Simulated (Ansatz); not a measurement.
# A small benchmark: atomisation enthalpy at 298 K

6 molecules without hydrogen; the atomisation enthalpy at 298 K in kJ/mol, computed less measured. Shapes, held fixed at every level: PBE0-D4/def2-TZVP. Thermal terms are harmonic and unscaled (PBE0-D4/def2-TZVP); the spin-orbit lowering of the free atoms is taken from their spectra. Programs: Ansatz 0.2.0. Measured values: NIST-JANAF tables.

Levels: A = r2SCAN0/STO-3G; B = B3LYP-D4/def2-TZVPP; C = PBE0-D4/def2-TZVPP; D = MP2/def2-TZVPP.

```
                    molecule  from tabulated heats     A    B    C    D
      CS2 (carbon disulfide)                  1154   +96   +5  +28  +32
        SO2 (sulfur dioxide)                  1072  -721  -36  -31  +27
BCl2F (dichlorofluoroborane)                  1537  +157  -19  +17  +44
    BCl3 (boron trichloride)                  1337  +181  -19  +34  +40
     SOF2 (thionyl fluoride)                  1229  -703  +15  +27  +73
PF3 (phosphorus trifluoride)                  1513  -459  -25  -40   +8
```

(1) Sum up the errors.

## Answers

(1) 
```
              level                 kind  mean error  mean absolute error  worst case
     r2SCAN0/STO-3G        global hybrid      -241.5                386.2         SO2
B3LYP-D4/def2-TZVPP        global hybrid       -13.2                 19.8         SO2
 PBE0-D4/def2-TZVPP        global hybrid        +5.8                 29.5         PF3
     MP2/def2-TZVPP  perturbation theory       +37.3                 37.3        SOF2
```

On this set B3LYP-D4/def2-TZVPP has the smallest mean absolute error and r2SCAN0/STO-3G the largest. B3LYP-D4/def2-TZVPP is too low in 4 of 6; PBE0-D4/def2-TZVPP is too high in 4 of 6; MP2/def2-TZVPP is too high in 6 of 6. Heats of the atoms come from ATcT where it has them, that of boron, 570 kJ/mol, from recent work. The levels differ in basis as well as in method. The tabulated values of BCl2F, SOF2 are in doubt (older tables, estimates, or at odds with other calculations) and kept here. Over the 4 molecules whose values aren't doubted the mean absolute errors are A 364.2; B 21.2; C 33.2; D 26.8. Correlated wave functions converge slowly with the basis. The set is small.

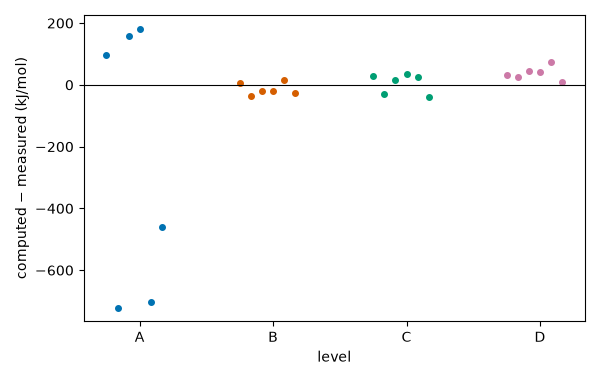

Errors of each level, one point a molecule.
